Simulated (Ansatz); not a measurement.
Cell of fcc Cu (1 1 0) on zinc-blende InAs (1 1 0) (film strained to the substrate, started from cuts of the bulks and a machine-learned relaxation), relaxed at this level with a, b, gamma of the cell held:

```
Cu4InAs
1.0
    4.37132     0.00034    -0.16184
    4.37175     6.18597    -0.13308
   -0.90907     1.65795    24.04144
As In Cu
6 6 24
Direct
  0.47843   0.22274   0.04313
  0.50917   0.70728   0.13717
  0.57477   0.18255   0.22745
  0.63833   0.65564   0.32025
  0.69470   0.13126   0.40852
  0.76733   0.53723   0.51685
  0.75804   0.95547   0.13640
  0.68760   0.49026   0.04464
  0.88853   0.90431   0.31768
  0.82649   0.43136   0.22837
  0.01624   0.92595   0.50853
  0.94416   0.38275   0.41207
  0.50094   0.18623   0.62958
  0.82577   0.52116   0.63095
  0.15319   0.85795   0.62899
  0.28164   0.53321   0.57055
  0.61533   0.86886   0.57525
  0.96246   0.21165   0.57670
  0.23567   0.82193   0.73815
  0.57066   0.15760   0.73887
  0.90366   0.48979   0.73866
  0.03474   0.17157   0.68468
  0.36378   0.50611   0.68245
  0.69650   0.83907   0.68376
  0.98255   0.45719   0.84754
  0.31291   0.79164   0.84622
  0.64674   0.12374   0.84830
  0.77377   0.80801   0.79195
  0.10969   0.13992   0.79249
  0.44246   0.47345   0.79283
  0.72139   0.08390   0.95629
  0.05657   0.42903   0.95522
  0.38821   0.76098   0.95275
  0.52100   0.44098   0.90215
  0.85316   0.77484   0.90065
  0.18028   0.10749   0.90144
```

Method: PBE (plane waves to 420 eV, PAW; Ansatz, a program for electronic structure). Spin–orbit coupling is left out; the runs are not spin-polarised. Its k-point mesh 9×5×1, Fermi–Dirac width 0.05 eV.

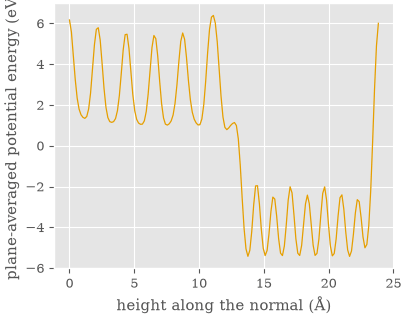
Figure. Smooth (PAW) electrostatic potential energy of an electron, averaged over planes, about its mean

The curve spans 11.8 eV over the stretch drawn.
